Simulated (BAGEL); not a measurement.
**TiCl4 (titanium tetrachloride): HF/6-31G(d) (density fitting with qzvpp-jkfit, spherical functions)**

What is the energy change on altering one bond length of TiCl4 (titanium tetrachloride) at HF/6-31G* (density fitting with qzvpp-jkfit, spherical functions)? 

The results are computed with BAGEL 1.2.2.

8 further runs of the same task are left out: 7 that didn't finish, 1 set aside as unsound or not needed.

## 1. Starting point

TiCl4 has 5 atoms, charge 0, and is taken as a singlet. SMILES: `[Cl][Ti]([Cl])([Cl])[Cl]`. The coordinates come from a PBE0-D4/def2-TZVP relaxation.

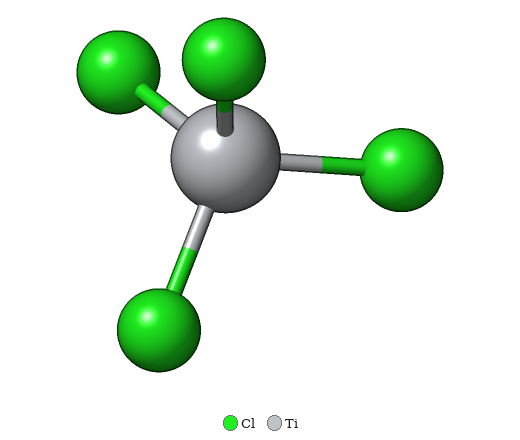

The structure, seen from a chosen angle (chlorine green, titanium light grey).

## 2. A single-point energy at HF/6-31G(d) (density fitting with qzvpp-jkfit, spherical functions)

input.json

```json
{ "bagel" : [

{
  "title" : "molecule",
  "basis" : "6-31gs.json",
  "df_basis" : "qzvpp-jkfit",
  "angstrom" : true,
  "geometry" : [
    { "atom" : "Cl", "xyz" : [      -1.024380,      -0.069130,       1.902540 ] },
    { "atom" : "Ti", "xyz" : [       0.000000,       0.000000,       0.000000 ] },
    { "atom" : "Cl", "xyz" : [       1.750310,      -1.266570,       0.077530 ] },
    { "atom" : "Cl", "xyz" : [      -1.326110,      -0.697940,      -1.558240 ] },
    { "atom" : "Cl", "xyz" : [       0.600180,       2.033630,      -0.421830 ] }
  ]
},

{ "title" : "hf" },

{ "title" : "print", "file" : "orbitals.molden", "orbitals" : true }

]}
```

The basis set 6-31G* is read from a file made from the Basis Set Exchange's data (not shown).

The run is started by

```bash
$ BAGEL_NUM_THREADS=1 BAGEL input.json > input.out
```

The program printed:

```text
* using 1 threads per process

  ===============================================================
  ===============================================================

  *** Geometry ***

  { "atom" : "Cl", "xyz" : [     -1.935798,     -0.130637,      3.595280 ] },
  { "atom" : "Ti", "xyz" : [      0.000000,      0.000000,      0.000000 ] },
  { "atom" : "Cl", "xyz" : [      3.307607,     -2.393470,      0.146510 ] },
  { "atom" : "Cl", "xyz" : [     -2.505985,     -1.318915,     -2.944647 ] },
  { "atom" : "Cl", "xyz" : [      1.134176,      3.843004,     -0.797143 ] },

  Number of auxiliary basis functions:      776

  Since a DF basis is specified, we compute 2- and 3-index integrals:
    o Being stored without compression. Storage requirement is 0.070 GB

  Number of basis functions:      106
  Number of electrons      :       90

    * METHOD: MOLECULE                             0.83

  *** RHF ***

  === Nuclear Repulsion ===
   626.0973268588

      * DIIS with orbital gradients will be used.

  === RHF iteration (6-31gs.json) ===
      0      -2686.11878433          0.01465295           0.38
      1      -2684.53364794          0.05681041           0.36
      2      -2686.43898205          0.00692631           0.37
      3      -2686.48444173          0.00057382           0.38
      4      -2686.48516728          0.00025661           0.36
      5      -2686.48534442          0.00007075           0.36
      6      -2686.48536869          0.00002531           0.36
      7      -2686.48537170          0.00000262           0.37
      8      -2686.48537172          0.00000081           0.37
      9      -2686.48537172          0.00000026           0.39
     10      -2686.48537172          0.00000008           0.39
     11      -2686.48537172          0.00000004           0.39
     12      -2686.48537172          0.00000002           0.40
     13      -2686.48537172          0.00000001           0.38
    * SCF iteration converged.

    * Permanent dipole moment:
           (    0.000001,     0.000002,    -0.000005) a.u.

    * METHOD: HF                                   5.81

    * METHOD: PRINT                                0.03

  ===============================================================
```

It took 6.9 s on 1 thread of Arm Neoverse V1, shared host; peak memory 0.28 GiB.

## 3. The distorted shape

input.json

```json
{ "bagel": [

{
  "title": "molecule",
  "basis": "6-31gs.json",
  "df_basis": "qzvpp-jkfit",
  "angstrom": true,
  "geometry": [
    { "atom": "Cl", "xyz": [   -0.626526,    0.140263,    2.370036 ] },
    { "atom": "Ti", "xyz": [    0.397854,    0.209393,    0.467496 ] },
    { "atom": "Cl", "xyz": [    2.148164,   -1.057177,    0.545026 ] },
    { "atom": "Cl", "xyz": [   -1.326110,   -0.697940,   -1.558240 ] },
    { "atom": "Cl", "xyz": [    0.998034,    2.243023,    0.045666 ] }
  ]
},
{ "title": "hf" },
{ "title": "print", "file": "orbitals.molden", "orbitals": true }

]}
```

The basis set 6-31G* is read from a file made from the Basis Set Exchange's data (not shown).

The run is started by

```bash
$ BAGEL_NUM_THREADS=1 BAGEL input.json > input.out
```

The program printed:

```text
* using 1 threads per process

  ===============================================================
  ===============================================================

  *** Geometry ***

  { "atom" : "Cl", "xyz" : [     -1.183963,      0.265059,      4.478719 ] },
  { "atom" : "Ti", "xyz" : [      0.751835,      0.395695,      0.883439 ] },
  { "atom" : "Cl", "xyz" : [      4.059442,     -1.997775,      1.029950 ] },
  { "atom" : "Cl", "xyz" : [     -2.505985,     -1.318915,     -2.944647 ] },
  { "atom" : "Cl", "xyz" : [      1.886011,      4.238699,      0.086296 ] },

  Number of auxiliary basis functions:      776

  Since a DF basis is specified, we compute 2- and 3-index integrals:
    o Being stored without compression. Storage requirement is 0.070 GB

  Number of basis functions:      106
  Number of electrons      :       90

    * METHOD: MOLECULE                             0.88

  *** RHF ***

  === Nuclear Repulsion ===
   587.5411879953

      * DIIS with orbital gradients will be used.

  === RHF iteration (6-31gs.json) ===
      0      -2685.98298206          0.01513780           0.41
      1      -2674.87998401          0.11430666           0.41
      2      -2686.25400436          0.01374910           0.40
      3      -2686.41215348          0.00325118           0.40
      4      -2686.42506727          0.00084100           0.40
      5      -2686.42625323          0.00025906           0.40
      6      -2686.42643190          0.00008127           0.41
      7      -2686.42646307          0.00002340           0.39
      8      -2686.42646605          0.00000666           0.39
      9      -2686.42646621          0.00000148           0.39
     10      -2686.42646622          0.00000057           0.39
     11      -2686.42646622          0.00000031           0.38
     12      -2686.42646622          0.00000021           0.39
     13      -2686.42646622          0.00000008           0.38
     14      -2686.42646622          0.00000004           0.36
     15      -2686.42646622          0.00000002           0.35
     16      -2686.42646622          0.00000001           0.37
    * SCF iteration converged.

    * Permanent dipole moment:
           (   -1.014838,    -0.534114,    -1.192487) a.u.

    * METHOD: HF                                   7.18

    * METHOD: PRINT                                0.03

  ===============================================================
```

It took 8.4 s on 1 thread of Arm Neoverse V1, shared host; peak memory 0.28 GiB.

## 4. What came out

Level: HF/6-31G* (density fitting with qzvpp-jkfit, spherical functions).

```
                                                           quantity           value
                                          first shape: total energy  -2686.48537 Eh
                                         first shape: dipole moment          0.00 D
                                           first shape: HOMO energy       -13.05 eV
                                           first shape: LUMO energy        -0.35 eV
                                         first shape: HOMO–LUMO gap        12.70 eV
                                      distorted shape: total energy  -2686.42647 Eh
                                     distorted shape: dipole moment          4.21 D
                                       distorted shape: HOMO energy       -11.62 eV
                                       distorted shape: LUMO energy        -1.76 eV
                                     distorted shape: HOMO–LUMO gap         9.86 eV
energy change with the Ti2–Cl4 bond stretched from 2.162 to 2.811 Å        1.603 eV
```

In words: With the Ti2–Cl4 bond stretched from 2.162 to 2.811 Å the energy rises by 1.60 eV (155 kJ/mol). The first shape isn't relaxed at this level, so the change isn't measured from a minimum.
